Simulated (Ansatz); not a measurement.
H2···H3OSi (doublet)

The calculation's input:

```
crystal:
  periodic: [false, false, false]
  atoms:
    - {symbol: H, position_ang: [-0.774651, -1.217845, -0.937806]}
    - {symbol: O, position_ang: [-0.297880, -1.014394, 0.382916]}
    - {symbol: Si, position_ang: [0.357557, 0.511200, 0.502097]}
    - {symbol: H, position_ang: [-0.960980, -1.102344, -1.719544]}
    - {symbol: H, position_ang: [-0.639886, 1.581564, 0.246082]}
    - {symbol: H, position_ang: [0.792823, 0.539136, 1.924771]}
    - {symbol: H, position_ang: [1.523118, 0.702683, -0.398417]}
basis:
  gaussian: {orbitals: def2-TZVPP}
magnetization: {spin_polarized: true, initial_magnetization: 1}
hamiltonian: {xc: pbe0, dispersion: d4}
output: {orbitals: {seedname: orbitals}}
```

Command:

```sh
ansatz run in.yaml --threads 2 --pin off --events-out ev --progress --plain --max-ram 4352MiB
```

A transition-state structure; geometry: PBE0-D4/def2-TZVP.

These are results of UKS PBE0-D4/def2-TZVPP in Ansatz, not measurements.

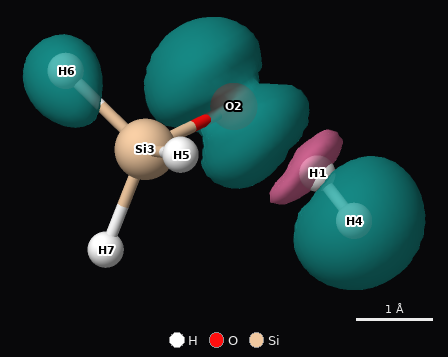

Figure 1. Isosurfaces of the spin density (α minus β) at +0.02 (teal) and −0.02 e/Å³ (pink), seen at a tilt.

**Where is the unpaired spin?**

The unpaired spin (1 electron) lies mostly on O2 (about 0.7) and H4 (about 0.2), in electrons by Hirshfeld's partition.

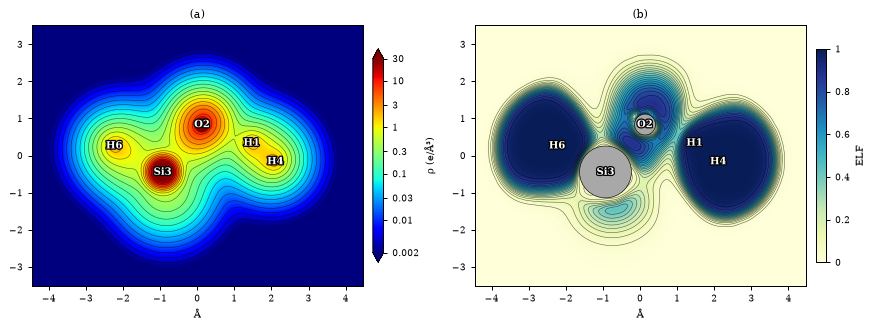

Figure 2. (a) total electron density; (b) ELF on the plane of atoms O2, Si3 and H6. Grey discs cover the atomic cores in the ELF map.

**What does the map show?**

The plane passes through H, O and Si nuclei.
O2···H1 (1.42 Å): the density falls to about 0.64 e/Å³ on the way; the ELF climbs to about 1 towards the hydrogen, as it does in any bond to H.
H1···H4 (0.81 Å): the density falls to about 1.5 e/Å³ on the way; the ELF is about 1 at the midpoint.
Si–O (1.66 Å): ρ is about 1.1 e/Å³ halfway; the ELF peaks at about 0.90 between the atoms, as expected for a polar covalent bond.
Si–H (1.49 Å): ρ at the midpoint is about 0.81 e/Å³; the ELF climbs to about 1 towards the hydrogen.
The ELF also peaks beside O2, away from the bonds: non-bonding electrons, paired or unpaired.

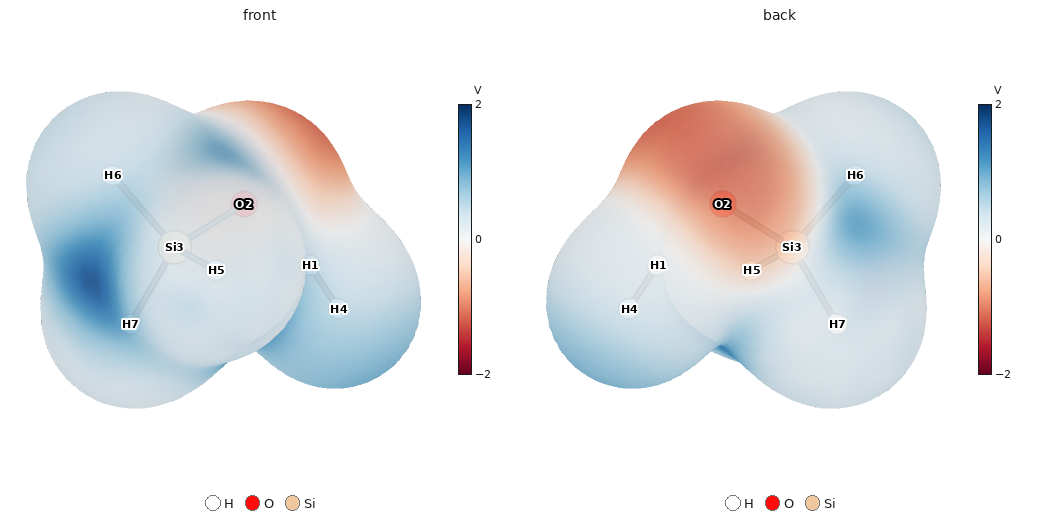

Figure 3. The electrostatic potential painted on the density surface at 0.002 e/bohr³, seen from the front and from behind; the colour scale runs from red (negative) to blue (positive).

**Where is the surface potential most negative and most positive?**

The most negative region (about −1.1 V) lies over O2, the most positive (about +1.7 V) over Si3. O2 is the likeliest acceptor of a hydrogen bond.
